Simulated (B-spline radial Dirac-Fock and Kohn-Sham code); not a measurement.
Gd⁵⁺ in the configuration [Kr] 4d10 4f6 5s2 5p5. Level of theory: the spherical Dirac–Fock density (average of configuration), S by Waller and Hartree; calculated with a B-spline radial code.

What should this plot look like? The X-ray form factor f and the incoherent scattering function S against sin θ/λ.

f starts at 59, the number of electrons, falls to half near sin θ/λ = 0.66 Å⁻¹, and is 36.8 at sin θ/λ = 0.47 Å⁻¹ and 20.0 at sin θ/λ = 1.06 Å⁻¹. S rises from 0 to 16.8 at sin θ/λ = 0.47 Å⁻¹ and tends to 59. The initial fall is set by Σ⟨r²⟩ = 28.7 bohr².

The computed plot:

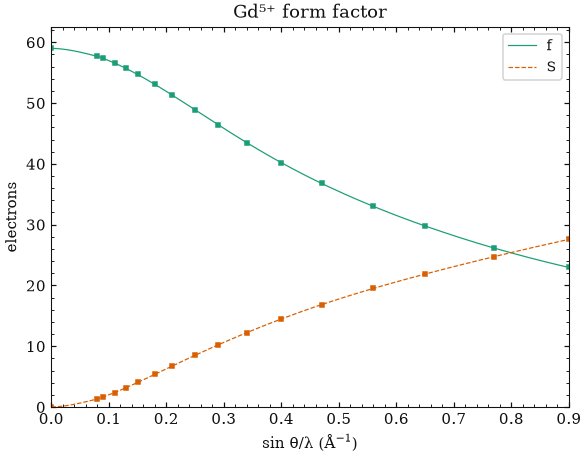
